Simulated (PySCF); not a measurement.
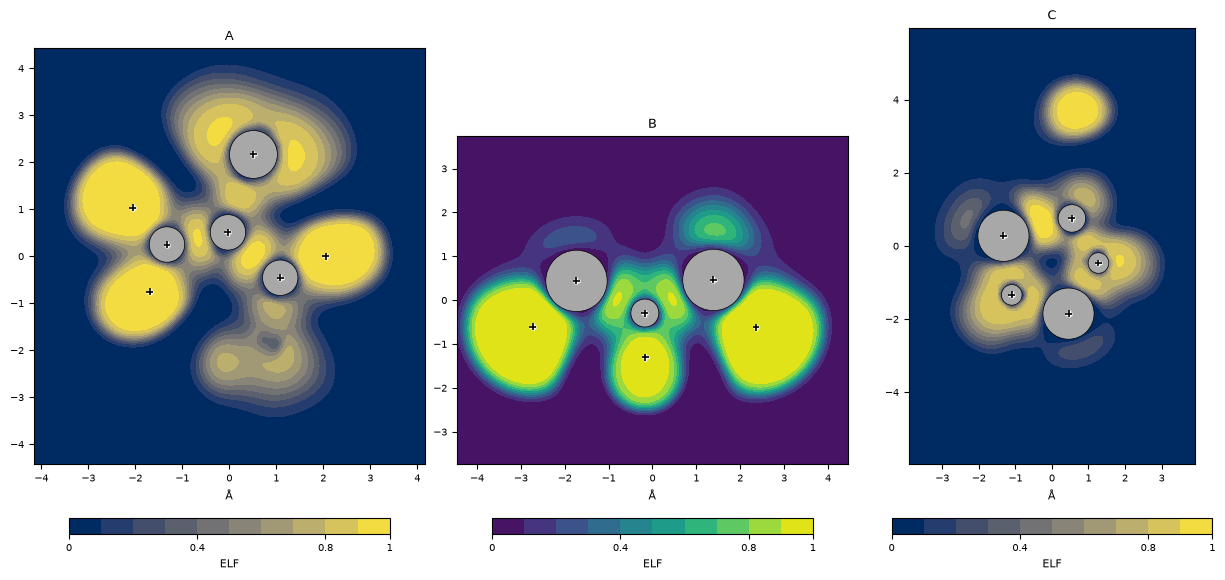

The ELF of 3 systems, each on a plane through atoms (crosses mark nuclei in the plane; grey discs cover the cores).

These are results of PBE0/pcSseg-1, SCF density, gas phase, non-relativistic (PySCF 2.14.0), not measurements.

System 1: C4H9FO2Si2, the plane of atoms Si6, O8 and Si9. Geometry: GFN2-xTB.

```csv
atom,x (Å),y (Å),z (Å)
C,2.8492,-0.4901,-0.8452
C,2.0883,0.2667,-0.0770
C,0.8151,-0.1798,0.5620
C,-0.3675,0.6786,0.0975
O,-1.5265,0.3249,0.8569
Si,-2.7242,-0.4367,0.0967
F,-4.0830,0.3705,0.3160
O,-2.2807,-0.3052,-1.4709
Si,-0.8475,0.4190,-1.7579
H,3.7639,-0.1250,-1.2797
H,2.5936,-1.5140,-1.0619
H,2.3708,1.2909,0.1293
H,0.6123,-1.2267,0.3270
H,0.8989,-0.0865,1.6494
H,-0.1575,1.7250,0.3459
H,-2.9146,-1.8210,0.4354
H,-1.0899,1.6806,-2.4418
H,-0.0095,-0.5648,-2.4229
```

System 2: C5H9ClSSi, the plane of atoms C2, C1 and H10. Geometry: GFN2-xTB.

```xyz
17

C    -1.8921    0.2343    1.1134
C    -1.1936    0.9966    0.2876
Cl   -1.1138    2.7153    0.5700
C    -0.4122    0.5732   -0.8872
C    -0.7011   -0.7182   -1.6068
C     0.5585   -0.5909   -0.8215
S     0.7637   -1.5600    0.6754
Si    2.0741   -0.2529    1.7639
H    -1.9547   -0.8289    0.9733
H    -2.4117    0.6472    1.9588
H    -0.0826    1.4050   -1.4991
H    -0.6400   -0.7291   -2.6847
H    -1.4755   -1.3507   -1.2039
H     1.4928   -0.4833   -1.3566
H     2.3140   -0.9838    2.9933
H     1.3915    1.0183    1.9545
H     3.2756   -0.0798    0.9530
```

System 3: C2H9FN2Si2, the plane of atoms Si6, N5 and H14. Geometry: GFN2-xTB.

```xyz
16

C    -1.4992    1.8572   -0.3127
N    -1.6421    1.0800    0.6604
C    -1.5449   -0.3260    0.4811
Si    0.1459   -0.8806    1.1934
N     1.4367   -0.2111    0.2396
Si    1.8540   -0.5377   -1.3981
F     0.5623   -0.3207   -2.3363
H    -1.5413    2.9213   -0.1302
H    -1.3381    1.5315   -1.3455
H    -2.3467   -0.7942    1.0538
H    -1.6327   -0.6326   -0.5716
H     0.3396   -0.3553    2.5417
H     0.2255   -2.3425    1.1152
H     1.9711    0.5114    0.6906
H     2.8255    0.4493   -1.8339
H     2.1767   -1.9409   -1.5963
```

Which map belongs to which system?

Answer. Panel A is system 2, C5H9ClSSi: the plane holds C, Cl and H. C–C (1.32 Å): the ELF peaks at about 0.90 between the atoms: a short, multiple covalent bond. Panel B is system 3, C2H9FN2Si2: the plane holds Si, N and H. Si–N (1.72 Å): the ELF peaks at about 0.90 between the atoms: a shared but strongly polarised pair. Panel C is system 1, C4H9FO2Si2: the plane holds C, O and Si. C–O (1.43 Å): the ELF peaks at about 0.85 between the atoms, as expected for a polar covalent bond.
